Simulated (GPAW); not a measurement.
# Screening of a field by Ti2NS2 MXene monolayer

Aim: the dipole that a field along the normal induces in Ti2NS2 MXene monolayer.

Main program and level: GPAW 26.7.0; GPAW, PAW setups; layer in a repeated cell with vacuum, relaxation of atoms and in-plane cell, in the first sound run; inputs show where later runs differ.

### 1. Set-up

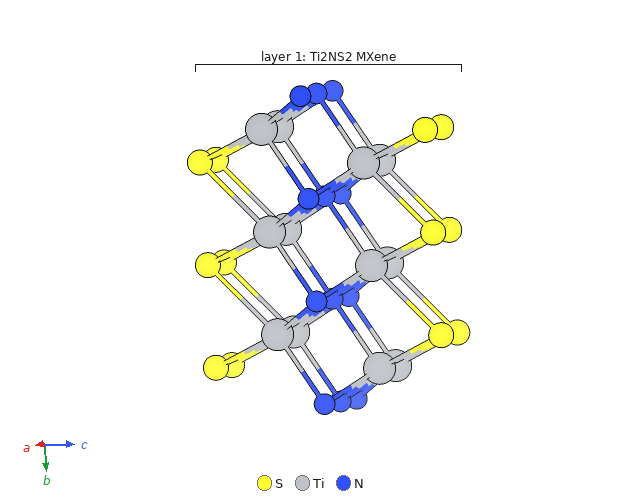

The starting structure, seen from the side, with the c axis across the page (sulfur yellow, titanium light grey, nitrogen blue). 2×3×1 cells are drawn. Some periodic images of atoms are drawn too.

The cell holds 5 atoms: 2 S, 2 Ti and 1 N. Its edges and angles: a = 3.029 Å, b = 3.029 Å, c = 21.936 Å, α = 90.0°, β = 90.0°, γ = 120.0°. Vacuum lies along c.

As a file:

```cif
data_structure
_symmetry_space_group_name_H-M 'P 1'
_symmetry_Int_Tables_number 1
_cell_length_a 3.0287
_cell_length_b 3.0287
_cell_length_c 21.9355
_cell_angle_alpha 90.000
_cell_angle_beta 90.000
_cell_angle_gamma 120.000
_cell_volume 174.26
loop_
_atom_site_label
_atom_site_type_symbol
_atom_site_fract_x
_atom_site_fract_y
_atom_site_fract_z
_atom_site_occupancy
S1 S 0.33333 0.66667 0.36471 1
Ti2 Ti 0.66667 0.33333 0.44552 1
N3 N 0.00000 0.00000 0.50000 1
Ti4 Ti 0.33333 0.66667 0.55448 1
S5 S 0.66667 0.33333 0.63529 1
```

### 2. Relaxing the atoms

Forces are removed first; all later runs use this geometry.

Input file run.py:

```python
import json
import numpy as np
from ase import Atoms
from ase.filters import FrechetCellFilter
from ase.optimize import BFGS
from gpaw import GPAW, PW

slab = Atoms(
    ['S', 'Ti', 'N', 'Ti', 'S'],
    positions=[
        [-0.00000, 1.74864, 8.00000],
        [1.51437, 0.87432, 9.77267],
        [0.00000, 0.00000, 10.96773],
        [-0.00000, 1.74864, 12.16279],
        [1.51437, 0.87432, 13.93545]],
    cell=[[3.02874, 0.0, 0.0], [-1.51437, 2.62297, 0.0], [0.0, 0.0, 21.9355]],
    pbc=[True, True, True])

slab.calc = GPAW(mode=PW(600), xc='PBE', kpts={'size': (12, 12, 1), 'gamma': True},
                 occupations={'name': 'fermi-dirac', 'width': 0.05}, nbands='160%',
                 convergence={'density': 1e-05}, maxiter=200,
                 symmetry={'tolerance': 1e-3}, txt='slab.txt')
result = {}
# The in-plane cell is free; stress needs a cell that repeats along all three vectors
path = []
opt = BFGS(FrechetCellFilter(slab, mask=[1, 1, 0, 0, 0, 1]), maxstep=0.2)
opt.attach(lambda: path.append((slab.get_potential_energy(), slab.positions.tolist(), slab.get_forces().tolist())))
result['relaxed'] = bool(opt.run(fmax=0.02, steps=45))
result['path'] = path
result['cell'] = slab.cell.tolist()
print('in-plane lattice', slab.cell.cellpar().round(4)[[0, 1, 5]])
energy = slab.get_potential_energy()
fermi = slab.calc.get_fermi_level()
v = slab.calc.get_electrostatic_potential().mean((0, 1)) - fermi
n = slab.calc.get_pseudo_density().mean((0, 1))
L = slab.cell[2, 2]
z = np.arange(len(v)) * L / len(v)
low, high = slab.positions[:, 2].min(), slab.positions[:, 2].max()
below, above = np.interp([low - 5.8, high + 5.8], z, v)
slopes = [np.interp(x, z, np.gradient(v, z)) for x in (low - 5.8, high + 5.8)]
eps = np.array([[slab.calc.get_eigenvalues(k, s) for k in range(len(slab.calc.get_ibz_k_points()))]
                for s in range(slab.calc.get_number_of_spins())]) - fermi
top, bottom = eps[eps < 0].max(), eps[eps > 0].min()
dipole = slab.get_dipole_moment()[2]
print(f'energy {energy:.4f} eV, Fermi level {fermi:.4f} eV, dipole {dipole:.5f} e A')
print(f'potential 5.8 A off the faces, from the Fermi level: lower {below:.4f} eV, upper {above:.4f} eV')
print(f'slope of the potential there: lower {slopes[0]:.5f}, upper {slopes[1]:.5f} eV/A')
print(f'nearest levels on the mesh: {top:.4f} and {bottom:.4f} eV')
print('magnetic moment', round(slab.get_magnetic_moment(), 3))
result.update(energy=energy, fermi=fermi, dipole=dipole, below=below, above=above, slopes=slopes, edges=[top, bottom],
              z=z.tolist(), v=v.tolist(), n=n.tolist(), positions=slab.positions.tolist(),
              forces=slab.get_forces(apply_constraint=False).tolist(), moments=slab.get_magnetic_moments().tolist())
json.dump(result, open('result.json', 'w'))
```

Launch:

```
$ OMP_NUM_THREADS=1 OPENBLAS_NUM_THREADS=1 python run.py
```

The program printed:

```text
Step          Energy          fmax
BFGS:    0      -36.174754        1.585273
BFGS:    1      -36.295414        1.398672
BFGS:    2      -36.440152        2.223844
BFGS:    3      -36.549757        0.704760
BFGS:    4      -36.596792        0.625275
BFGS:    5      -36.828167        0.038612
BFGS:    6      -36.825891        0.017748
in-plane lattice [  3.1609   3.1609 120.    ]
energy -36.8173 eV, Fermi level -0.4720 eV, dipole -0.00068 e A
potential 5.8 A off the faces, from the Fermi level: lower 5.7393 eV, upper 5.7424 eV
slope of the potential there: lower -0.00073, upper -0.00056 eV/A
nearest levels on the mesh: -0.0165 and 0.0340 eV
magnetic moment 0.0
```

Elapsed: 7.6 min, on 1 thread of Intel Xeon Platinum 8488C (Sapphire Rapids), shared host; peak memory 0.4 GiB.

This step gave:

```
dipole along the normal                    : -6.77e-4 e·Å
levels nearest the Fermi level on the mesh : -0.01646, 0.03399 eV from the Fermi level
```

The electrostatic potential energy of an electron (without an applied field's), less the Fermi level, planar mean oscillates, so the rows of the table below give means over windows of 1.58 Å about each position, cut where the curve ends. Its maxima inside the range that stand out by 2 % of the span (Å: eV): 8.9: -4.82, 10.5: -6.91, 11.4: -6.91, 13.0: -4.81. Its minima: 8.2: -18.8, 9.8: -17.2, 11.0: -12.9, 12.1: -17.2, 13.7: -18.8.

The electrostatic potential energy of an electron (without an applied field's), less the Fermi level, planar mean by z; means over each step:

```csv
z (Å),"electrostatic potential energy of an electron (without an applied field's), less the Fermi level, planar mean (eV)"
0.79,5.74
2.37,5.74
3.95,5.74
5.53,5.71
7.11,2.41
8.69,-10.8
10.27,-12.0
11.85,-11.8
13.43,-10.3
15.01,3.83
16.59,5.73
18.17,5.74
19.75,5.74
21.33,5.74
```

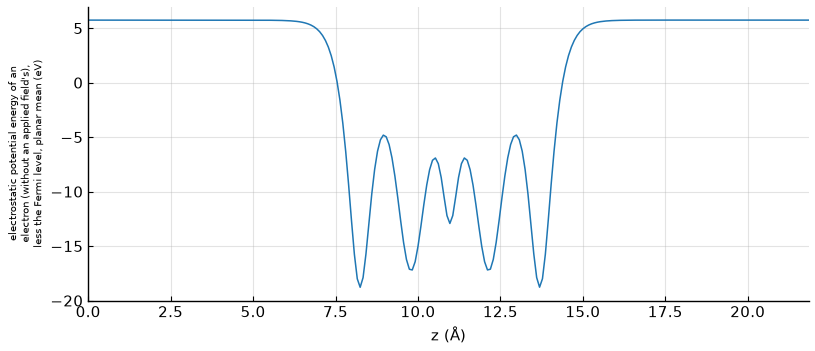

Electrostatic potential energy of an electron (without an applied field's), less the Fermi level, planar mean, plotted against z.

The pseudo valence density, planar mean oscillates, so the rows of the table below give means over windows of 2 Å about each position, cut where the curve ends. Its maxima inside the range that stand out by 2 % of the span (Å: e/Å³): 8.6: 0.495, 9.8: 1.41, 10.9: 0.683, 12.1: 1.41, 13.3: 0.495. Its minima: 8.9: 0.438, 10.5: 0.583, 11.4: 0.583, 13.0: 0.438.

Table of pseudo valence density, planar mean by z; means over each step:

```csv
z (Å),"pseudo valence density, planar mean (e/Å³)"
4,1.6e-5
6,0.00923
8,0.345
10,0.841
12,0.834
14,0.332
16,0.00769
18,1.3e-5
```

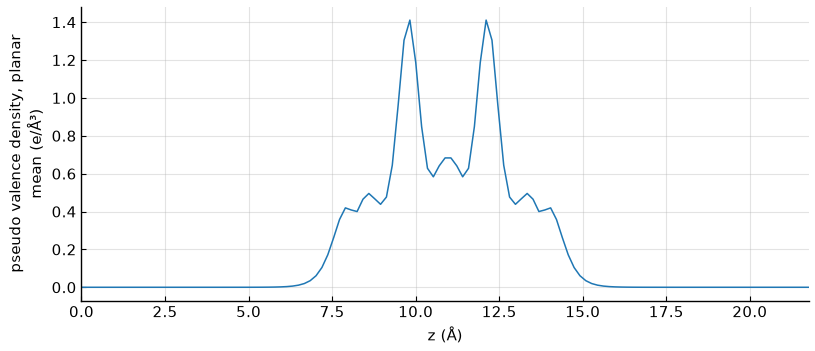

Pseudo valence density, planar mean against z.

The relaxation lowered the energy of the cell by 0.656 eV (energies extrapolated to zero smearing; the optimiser's log prints free energies). The largest force left on a free atom is 0.014 eV/Å.

### 3. Plane waves, PBE

The work function is the vacuum plateau of the electrostatic potential less the Fermi level; a dipole layer lets the two faces have plateaus of their own.

This step: GPAW, PAW setups; slab in vacuum (GPAW 26.7.0).

The cell differs from the one that the last finished run ended in (c 21.936 → 21.464 Å).

Changes to run.py since step 2:

```diff
@@ -3,4 +3,2 @@
 from ase import Atoms
-from ase.filters import FrechetCellFilter
-from ase.optimize import BFGS
 from gpaw import GPAW, PW
@@ -10,23 +8,16 @@
     positions=[
-        [-0.00000, 1.74864, 8.00000],
-        [1.51437, 0.87432, 9.77267],
-        [0.00000, 0.00000, 10.96773],
-        [-0.00000, 1.74864, 12.16279],
-        [1.51437, 0.87432, 13.93545]],
-    cell=[[3.02874, 0.0, 0.0], [-1.51437, 2.62297, 0.0], [0.0, 0.0, 21.9355]],
-    pbc=[True, True, True])
+        [-0.00000, 1.82497, 8.00000],
+        [1.58047, 0.91248, 9.55188],
+        [0.00000, 0.00000, 10.73193],
+        [-0.00000, 1.82497, 11.91198],
+        [1.58047, 0.91248, 13.46385]],
+    cell=[[3.16094, -0.0, 0.0], [-1.58047, 2.73746, 0.0], [0.0, 0.0, 21.4638]],
+    pbc=[True, True, False])
 
-slab.calc = GPAW(mode=PW(600), xc='PBE', kpts={'size': (12, 12, 1), 'gamma': True},
+slab.calc = GPAW(mode=PW(500), xc='PBE', kpts={'size': (12, 12, 1), 'gamma': True},
                  occupations={'name': 'fermi-dirac', 'width': 0.05}, nbands='160%',
                  convergence={'density': 1e-05}, maxiter=200,
+                 poissonsolver={'dipolelayer': 'xy'},
                  symmetry={'tolerance': 1e-3}, txt='slab.txt')
 result = {}
-# The in-plane cell is free; stress needs a cell that repeats along all three vectors
-path = []
-opt = BFGS(FrechetCellFilter(slab, mask=[1, 1, 0, 0, 0, 1]), maxstep=0.2)
-opt.attach(lambda: path.append((slab.get_potential_energy(), slab.positions.tolist(), slab.get_forces().tolist())))
-result['relaxed'] = bool(opt.run(fmax=0.02, steps=45))
-result['path'] = path
-result['cell'] = slab.cell.tolist()
-print('in-plane lattice', slab.cell.cellpar().round(4)[[0, 1, 5]])
 energy = slab.get_potential_energy()
```

The program printed:

```text
energy -36.3540 eV, Fermi level -0.3546 eV, dipole 0.00085 e A
potential 5.8 A off the faces, from the Fermi level: lower 5.7513 eV, upper 5.7334 eV
slope of the potential there: lower 0.00021, upper -0.00021 eV/A
nearest levels on the mesh: -0.0156 and 0.0346 eV
magnetic moment 0.0
```

Wall time 56 s (1 thread); peak memory 0.25 GiB.

Numbers from this step:

```yaml
dipole_along_the_normal: 8.49e-4 e·Å
levels_nearest_the_fermi_level_on_the_mesh: -0.01559, 0.03456 eV from the Fermi level
upper_work_function: 5.733 eV
lower_work_function: 5.751 eV
```

The electrostatic potential energy of an electron (without an applied field's), less the Fermi level, planar mean oscillates, so the rows of the table below give means over windows of 1.53 Å about each position, cut where the curve ends. Its maxima inside the range that stand out by 2 % of the span (Å: eV): 8.7: -4.80, 10.3: -6.94, 11.2: -6.95, 12.7: -4.81. Its minima: 8.0: -18.6, 9.6: -17.2, 10.7: -13.0, 11.9: -17.2, 13.4: -18.6.

The electrostatic potential energy of an electron (without an applied field's), less the Fermi level, planar mean by z; means over each step:

```csv
z (Å),"electrostatic potential energy of an electron (without an applied field's), less the Fermi level, planar mean (eV)"
0.77,5.75
2.29,5.75
3.82,5.75
5.35,5.72
6.88,2.45
8.41,-10.7
9.95,-12.0
11.47,-12.0
13.00,-10.8
14.53,1.98
16.06,5.70
17.59,5.73
19.12,5.73
20.65,5.73
```

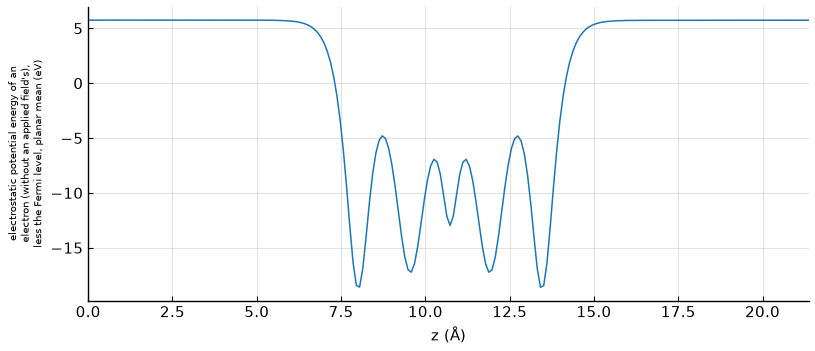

Electrostatic potential energy of an electron (without an applied field's), less the Fermi level, planar mean against z.

The pseudo valence density, planar mean oscillates, so the rows of the table below give means over windows of 2 Å about each position, cut where the curve ends. Its maxima inside the range that stand out by 2 % of the span (Å: e/Å³): 8.4: 0.488, 9.6: 1.41, 10.7: 0.684, 11.9: 1.41, 13.0: 0.488. Its minima: 8.8: 0.448, 10.3: 0.598, 11.1: 0.598, 12.6: 0.448.

The pseudo valence density, planar mean by z; means over each step:

```csv
z (Å),"pseudo valence density, planar mean (e/Å³)"
4,3.3e-5
6,0.0201
8,0.393
10,0.860
12,0.810
14,0.282
16,0.00358
18,6.6e-6
```

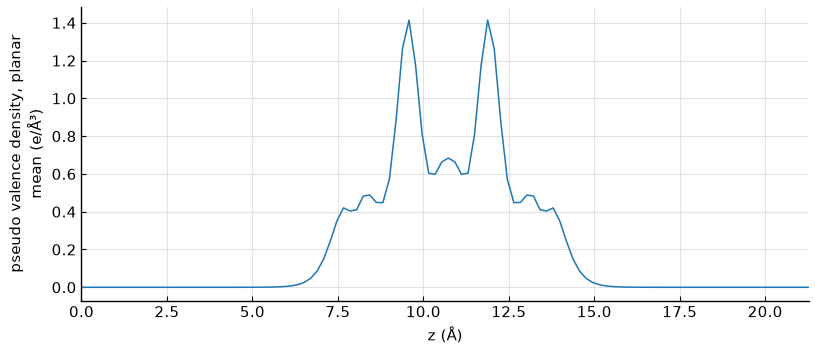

Pseudo valence density, planar mean, plotted against z.

The potential is flat to 2.1e-4 eV/Å where it is read, so the vacuum is wide enough.

### 4. In a field

A uniform field along the normal polarises the slab; the atoms stay fixed, so this is the electronic response alone.

Changes to run.py since step 3:

```diff
@@ -4,2 +4,3 @@
 from gpaw import GPAW, PW
+from gpaw.external import ConstantElectricField
 
@@ -20,2 +21,3 @@
                  poissonsolver={'dipolelayer': 'xy'},
+                 external=ConstantElectricField(-0.2, [0, 0, 1]),
                  symmetry={'tolerance': 1e-3}, txt='slab.txt')
```

The program printed:

```text
energy -36.3610 eV, Fermi level -0.3558 eV, dipole -0.07068 e A
potential 5.8 A off the faces, from the Fermi level: lower 5.0053 eV, upper 6.4832 eV
slope of the potential there: lower 0.00020, upper -0.00020 eV/A
nearest levels on the mesh: -0.0156 and 0.0346 eV
magnetic moment 0.0
```

Elapsed: 3.7 min, on 1 thread; peak memory 0.53 GiB.

Numbers from this step:

```
dipole along the normal                                         : -0.07068 e·Å
levels nearest the Fermi level on the mesh                      : -0.01556, 0.03456 eV from the Fermi level
potential below the slab, the applied field's own ramp left out : 5.005 eV from the Fermi level
potential above the slab, the applied field's own ramp left out : 6.483 eV from the Fermi level
```

The electrostatic potential energy of an electron (without an applied field's), less the Fermi level, planar mean oscillates, so the rows of the table below give means over windows of 1.53 Å about each position, cut where the curve ends. Its maxima inside the range that stand out by 2 % of the span (Å: eV): 8.7: -5.20, 10.3: -7.04, 11.2: -6.85, 12.7: -4.42, 20.7: 6.48. Its minima: 8.0: -19.1, 9.6: -17.4, 10.7: -13.0, 11.9: -17.0, 13.4: -18.1.

Electrostatic potential energy of an electron (without an applied field's), less the Fermi level, planar mean against z; means over each step:

```csv
z (Å),"electrostatic potential energy of an electron (without an applied field's), less the Fermi level, planar mean (eV)"
0.77,5.10
2.29,5.01
3.82,5.00
5.35,4.98
6.88,1.76
8.41,-11.2
9.95,-12.1
11.47,-11.9
13.00,-10.3
14.53,2.67
16.06,6.45
17.59,6.48
19.12,6.48
20.65,6.43
```

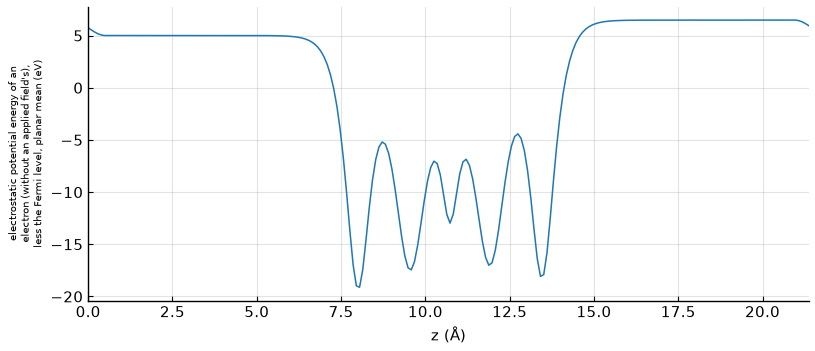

Electrostatic potential energy of an electron (without an applied field's), less the Fermi level, planar mean, plotted against z.

The dipole is now -0.0707 e Å, against 8.5e-4 in the run without a field.

### 5. Field on

Changes to run.py since step 4:

```diff
@@ -21,3 +21,3 @@
                  poissonsolver={'dipolelayer': 'xy'},
-                 external=ConstantElectricField(-0.2, [0, 0, 1]),
+                 external=ConstantElectricField(-0.1, [0, 0, 1]),
                  symmetry={'tolerance': 1e-3}, txt='slab.txt')
```

The program printed:

```text
energy -36.3557 eV, Fermi level -0.3549 eV, dipole -0.03533 e A
potential 5.8 A off the faces, from the Fermi level: lower 5.3734 eV, upper 6.1123 eV
slope of the potential there: lower 0.00020, upper -0.00020 eV/A
nearest levels on the mesh: -0.0156 and 0.0346 eV
magnetic moment 0.0
```

Elapsed: 3.4 min, on 1 thread; peak memory 0.52 GiB.

Numbers from this step:

```yaml
dipole_along_the_normal: -0.03533 e·Å
levels_nearest_the_fermi_level_on_the_mesh: -0.01557, 0.03456 eV from the Fermi level
potential_below_the_slab_the_applied_field_s_own_ramp_left_out: 5.373 eV from the Fermi level
potential_above_the_slab_the_applied_field_s_own_ramp_left_out: 6.112 eV from the Fermi level
```

The electrostatic potential energy of an electron (without an applied field's), less the Fermi level, planar mean oscillates, so the rows of the table below give means over windows of 1.53 Å about each position, cut where the curve ends. Its maxima inside the range that stand out by 2 % of the span (Å: eV): 8.7: -5.00, 10.3: -6.99, 11.2: -6.90, 12.7: -4.61. Its minima: 8.0: -18.9, 9.6: -17.3, 10.7: -13.0, 11.9: -17.1, 13.4: -18.3.

Table of electrostatic potential energy of an electron (without an applied field's), less the Fermi level, planar mean by z; means over each step:

```csv
z (Å),"electrostatic potential energy of an electron (without an applied field's), less the Fermi level, planar mean (eV)"
0.77,5.42
2.29,5.37
3.82,5.37
5.35,5.35
6.88,2.10
8.41,-10.9
9.95,-12.1
11.47,-11.9
13.00,-10.5
14.53,2.33
16.06,6.08
17.59,6.11
19.12,6.11
20.65,6.09
```

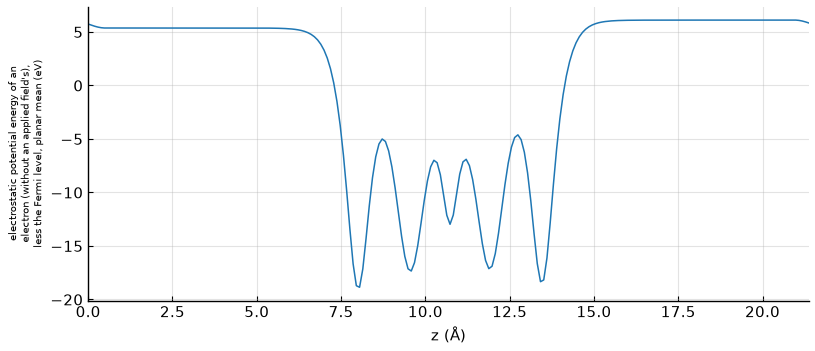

Electrostatic potential energy of an electron (without an applied field's), less the Fermi level, planar mean against z.

The dipole is now -0.0353 e Å, against 8.5e-4 in the run without a field.

### 6. Field on

Changes to run.py since step 5:

```diff
@@ -21,3 +21,3 @@
                  poissonsolver={'dipolelayer': 'xy'},
-                 external=ConstantElectricField(-0.1, [0, 0, 1]),
+                 external=ConstantElectricField(-0.05, [0, 0, 1]),
                  symmetry={'tolerance': 1e-3}, txt='slab.txt')
```

The program printed:

```text
energy -36.3544 eV, Fermi level -0.3547 eV, dipole -0.01767 e A
potential 5.8 A off the faces, from the Fermi level: lower 5.5577 eV, upper 5.9272 eV
slope of the potential there: lower 0.00020, upper -0.00020 eV/A
nearest levels on the mesh: -0.0156 and 0.0346 eV
magnetic moment 0.0
```

The job ended after 3.5 min (1 thread; peak memory 0.53 GiB).

The electrostatic potential energy of an electron (without an applied field's), less the Fermi level, planar mean oscillates, so the rows of the table below give means over windows of 1.53 Å about each position, cut where the curve ends. Its maxima inside the range that stand out by 2 % of the span (Å: eV): 8.7: -4.90, 10.3: -6.97, 11.2: -6.92, 12.7: -4.71. Its minima: 8.0: -18.7, 9.6: -17.3, 10.7: -13.0, 11.9: -17.2, 13.4: -18.5.

Electrostatic potential energy of an electron (without an applied field's), less the Fermi level, planar mean against z; means over each step:

```csv
z (Å),"electrostatic potential energy of an electron (without an applied field's), less the Fermi level, planar mean (eV)"
0.77,5.58
2.29,5.56
3.82,5.56
5.35,5.53
6.88,2.27
8.41,-10.8
9.95,-12.0
11.47,-12.0
13.00,-10.7
14.53,2.16
16.06,5.90
17.59,5.93
19.12,5.93
20.65,5.91
```

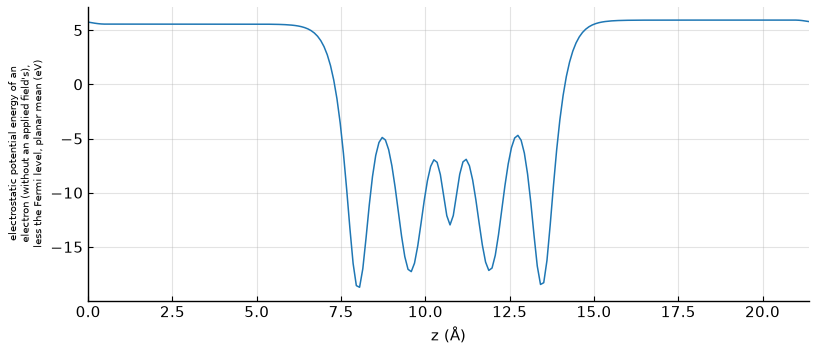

Electrostatic potential energy of an electron (without an applied field's), less the Fermi level, planar mean, plotted against z.

(Part 1 of 2 ends here.)

[Logs are printed without paths, hosts, clocks, repeated set-up lines and the standing remarks that a program may print on its own settings, such as how far it seeks lower states.]

[Hosts, paths, dates, database ids (printed as entryN), source tags and the programs' standing remarks are cut or masked in the printed files.]
